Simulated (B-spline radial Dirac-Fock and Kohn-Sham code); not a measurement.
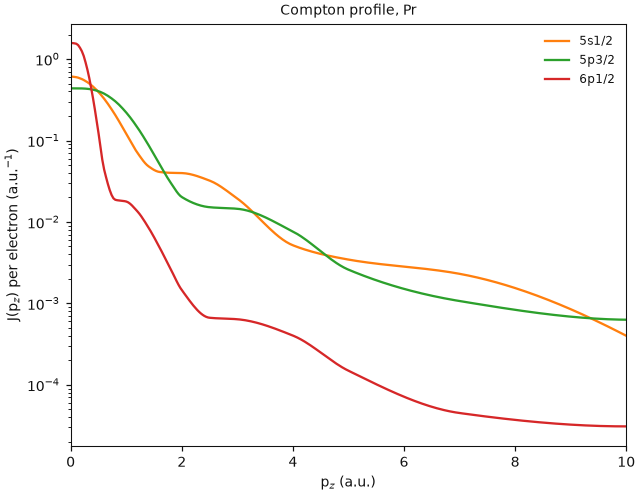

Compton profiles of the subshells 5s1/2, 5p3/2 and 6p1/2, per electron. The figure is for neutral Pr in the configuration [Xe] 4f3 6s1 6p1, which is not the ground configuration. Computed with a B-spline radial atomic code: the impulse approximation on Dirac–Fock orbitals (average of configuration). Open shells are averaged over j.

**Which of them has the largest mean momentum?**

5s1/2, ⟨p⟩ = 1.89 a.u.

**Which of the subshells shown has the highest J(0), and what does that say?**

6p1/2, J(0) = 1.58 a.u.⁻¹. J(0) is half the mean of 1/p, so of those shown it has the most weight at low momentum.
